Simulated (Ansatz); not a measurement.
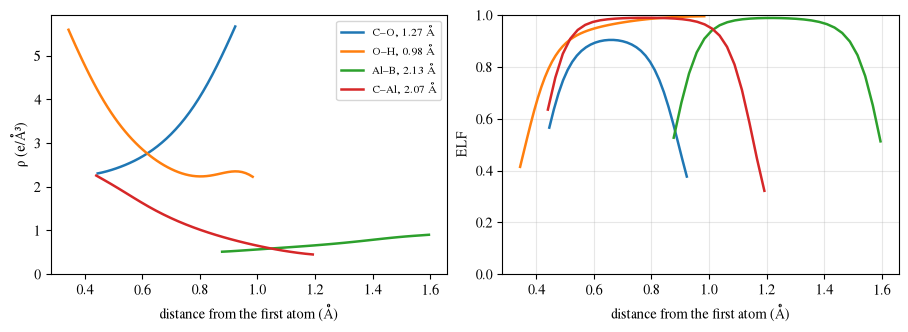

Figure 1: CH5AlBO (SMILES [BH2][AlH][CH+]O) (charge +1). Total electron density and ELF along straight lines between neighbouring atoms. The curves leave out the atomic cores.

Computed with Ansatz 0.2.0, RKS B3LYP/def2-SVP.

```
atom    x (Å)    y (Å)    z (Å)
   B  -0.0914   2.0421   0.4478
  Al  -0.3762   0.2823  -0.7130
   C  -0.0473  -1.4975   0.2987
   O   1.1198  -2.0038   0.3471
   H   0.9858   2.5767   0.4763
   H  -1.0030   2.5141   1.0746
   H  -0.8127  -0.1516  -2.1633
   H  -0.8316  -2.0844   0.8222
   H   1.2049  -2.8567   0.8294
```

Question: Compare the contacts.

Answer: C–O (1.27 Å): ρ at the midpoint is about 2.8 e/Å³; the ELF peaks at about 0.90 between the atoms: a shared but strongly polarised pair.
O–H (0.98 Å): the density is about 3.7 e/Å³ at the midpoint; the ELF climbs to about 1 towards the hydrogen, as it does in any bond to H (a covalent bond by its length).
Al–B (2.13 Å): ρ is about 0.59 e/Å³ halfway; the ELF peaks at about 1 between the atoms (a covalent bond).
C–Al (2.07 Å): ρ at the midpoint is about 0.6 e/Å³; the ELF peaks at about 1 in the valence shell of C, 0.8 Å from its nucleus, and is about 0.90 at the midpoint.
